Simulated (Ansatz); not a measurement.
**C$_{3}$H$_{7}$ClSi (SMILES [SiH3]CC=CCl): density, localisation and related maps**

The calculation's input:

```
crystal:
  periodic: [false, false, false]
  atoms:
    - { symbol: Si, position_ang: [-1.7549, 0.4631, 0.0355] }
    - { symbol: C, position_ang: [-0.2955, -0.3956, -0.6201] }
    - { symbol: C, position_ang: [-0.21827, -1.82742, -0.26354] }
    - { symbol: C, position_ang: [-0.2222, -2.90787, -1.16861] }
    - { symbol: Cl, position_ang: [-0.13018, -4.49094, -0.7551] }
    - { symbol: H, position_ang: [-1.7563, 1.9565, -0.3703] }
    - { symbol: H, position_ang: [-1.8483, 0.4156, 1.5088] }
    - { symbol: H, position_ang: [-2.9951, -0.0815, -0.5536] }
    - { symbol: H, position_ang: [0.57711, 0.06154, -0.24478] }
    - { symbol: H, position_ang: [-0.31379, -0.27968, -1.71237] }
    - { symbol: H, position_ang: [-0.11493, -2.11729, 0.7764] }
    - { symbol: H, position_ang: [-0.37061, -2.72124, -2.24341] }
basis:
  gaussian: { orbitals: "6-31G" }
hamiltonian:
  xc: pbe
relax:
  f_tol: 0.015
  max_steps: 40
output:
  orbitals: {}
```

Launched as:

```sh
ansatz run input.yaml --threads 1 --pin off --max-ram 2048MiB --backend cpu --events-out ev --progress --plain --runs-dir out
```

The fields are those of the relaxed geometry.

Level of theory: RKS PBE/6-31G (Ansatz).

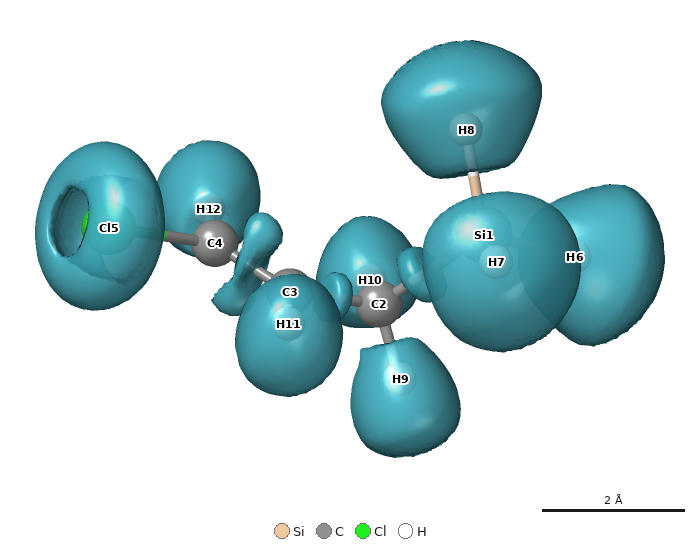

Figure 1. Isosurface of the electron localisation function at 0.85 (cyan), seen from one side. Core shells and regions of very low density are left out.

### Where are the electrons localised?

The ELF exceeds this value in two regions between bonded C–C atoms (shared pairs), one region between bonded C–Si atoms (shared pairs), seven regions around hydrogen nuclei and one region wrapped around Cl (its lone pairs, merged into a ring or cap). Profiles from the grid: C–C (1.34 Å): the ELF peaks at about 0.95 between the atoms: a short, multiple covalent bond. C–Cl (1.82 Å): the ELF peaks at about 0.85 between the atoms: a covalent bond.

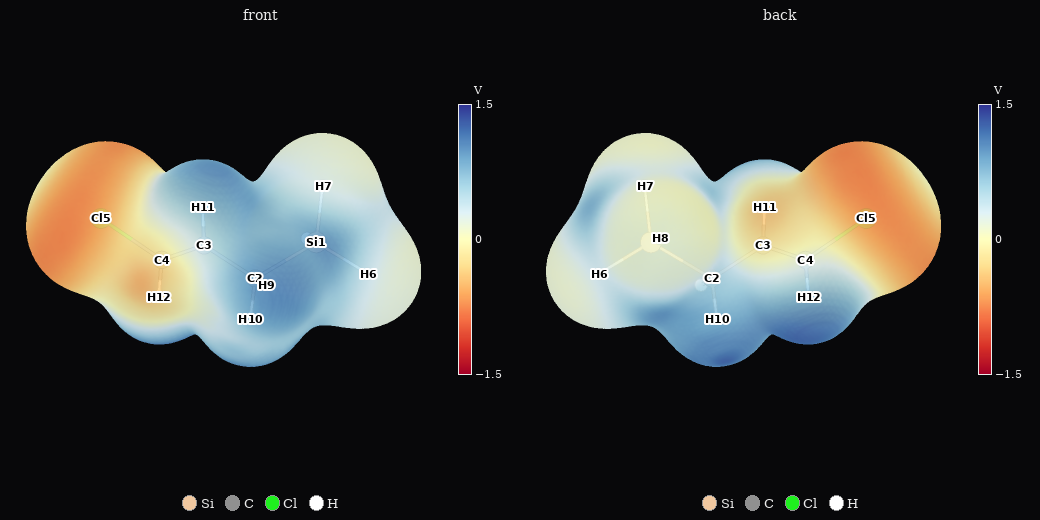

Figure 2. The molecular electrostatic potential painted on the density surface at 0.002 e/bohr³, seen from the front and from behind; the colour scale runs from red (negative) to blue (positive).

### Where is the surface potential most negative and most positive?

The most negative region (about −0.8 V) lies over Cl5, the most positive (about +1.2 V) over H10 and H12.

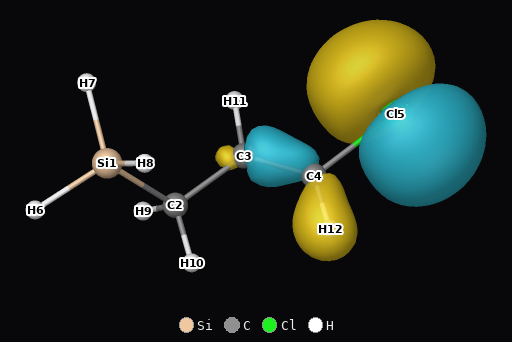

Figure 3. The HOMO−1 at ±0.1 Å⁻³ᐟ² (yellow and cyan are the two phases), seen at an oblique angle.

### Where does this orbital lie, and at what energy?

It lies mainly on Cl5 (about 90 %); largely a lone pair of Cl5. Its energy is −7.24 eV.

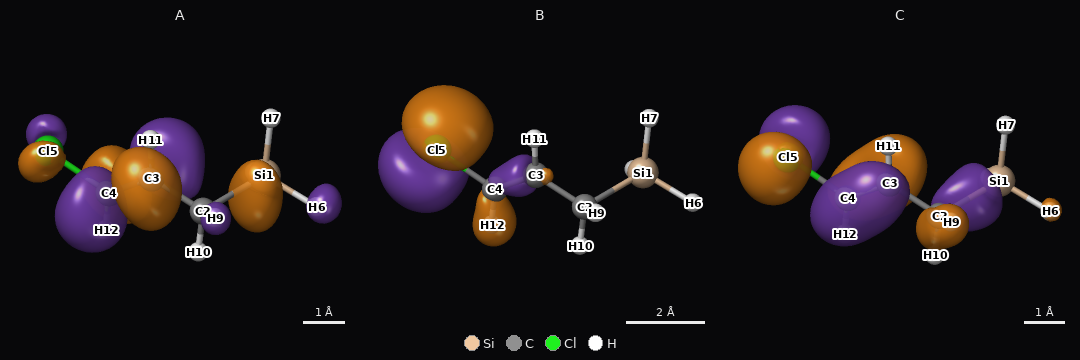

Figure 4. Three frontier orbitals at ±0.1 Å⁻³ᐟ² (orange and purple are the two phases), in no order.

### Order the three orbitals by energy and name them.

B is the HOMO−1 (−7.24 eV). By Hirshfeld shares it lies mainly on Cl5 (about 90 %); largely a lone pair of Cl5. C is the HOMO (−5.85 eV). It lies mainly on Cl5 (about 30 %), C4 (about 25 %), C3 (about 25 %) and C2 (about 5 %). A is the LUMO (−0.93 eV). By Hirshfeld shares it lies mainly on C4 (about 35 %), C3 (about 30 %), Si1 (about 10 %) and Cl5 (about 5 %); π-antibonding (π*) across C4–C3.

### What is the HOMO–LUMO gap?

4.92 eV between the orbital energies.
